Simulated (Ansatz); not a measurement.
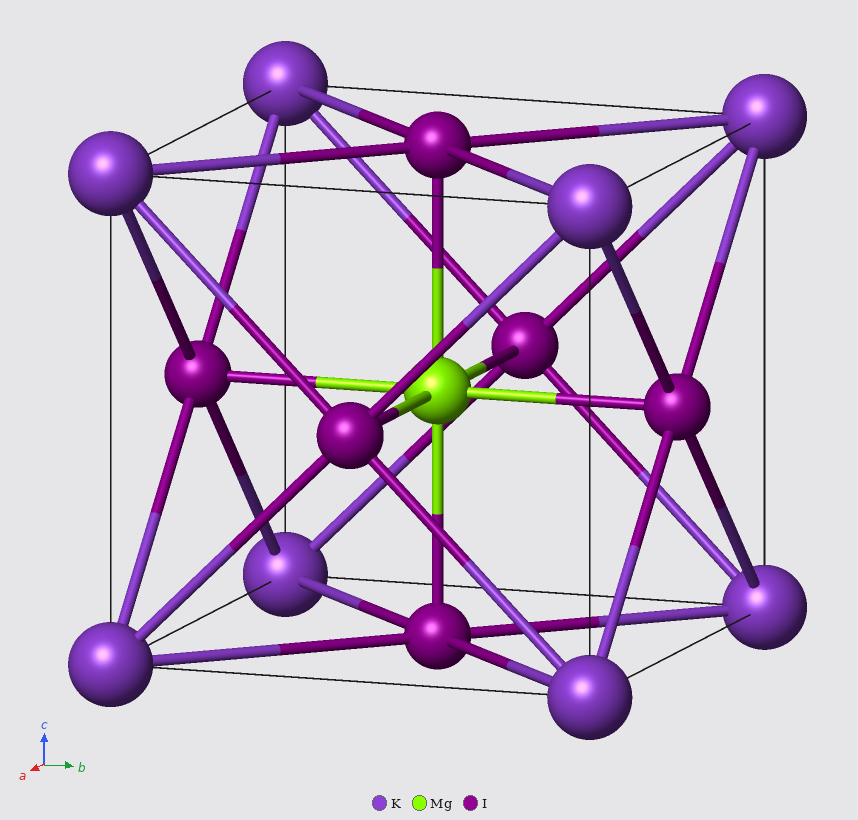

Ball-and-stick drawing of the structure, looking slightly off an axis. One conventional unit cell is framed, with atoms on its boundary repeated.

KMgI₃, space group P4/mmm (No. 123), a = 5.814 Å, b = 5.814 Å, c = 5.698 Å, α = 90.00°, β = 90.00°, γ = 90.00°. Its origin is a structure type filled with these elements by a generator (whether the compound takes this form wasn't checked). The cell was then strained or its atoms displaced on purpose. Ansatz was used for an electronic-structure calculation on it.

This one geometry was computed with Ansatz (DFT, plane waves, PAW) at three levels of theory: HSE06, r2SCAN and PBE. It was relaxed with r2SCAN and then strained.

Q: How does the band gap change with the level of theory?

A: PBE: a gap of 1.24 eV, indirect; r2SCAN: a gap of 1.88 eV, indirect; HSE06: a gap of 2.14 eV, indirect.

Q: Collect the results in a table.

A:
| level | cutoff (eV) | k-mesh of the run's cell | gap (eV) | pressure (GPa) |
| --- | --- | --- | --- | --- |
| HSE06 | 420 | 4×4×4 | 2.14 | 0.4 |
| r2SCAN | 500 | 4×4×4 | 1.88 | 0.5 |
| PBE | 420 | 4×4×4 | 1.24 | 0.9 |

Gaps are taken on the k-mesh or band path of each run.
